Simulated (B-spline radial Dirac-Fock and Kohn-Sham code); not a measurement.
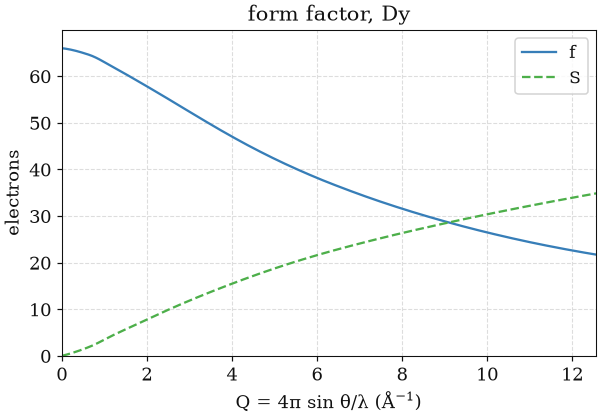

The X-ray form factor f and the incoherent scattering function S against Q. Species: atomic Dy ([Xe] 4f10 6s2). The calculation used the spherical Dirac–Fock density (average of configuration), S by Waller and Hartree (a radial B-spline solver).

> Where has f fallen to half its forward value?

Near Q = 7.52 Å⁻¹.

> What is f at Q = 12.6 Å⁻¹?

21.7 electrons.

> How many electrons does the species have?

66, the value of f at zero angle.

> Where do f and S cross?

Between Q = 8.80 Å⁻¹ and Q = 10.1 Å⁻¹.
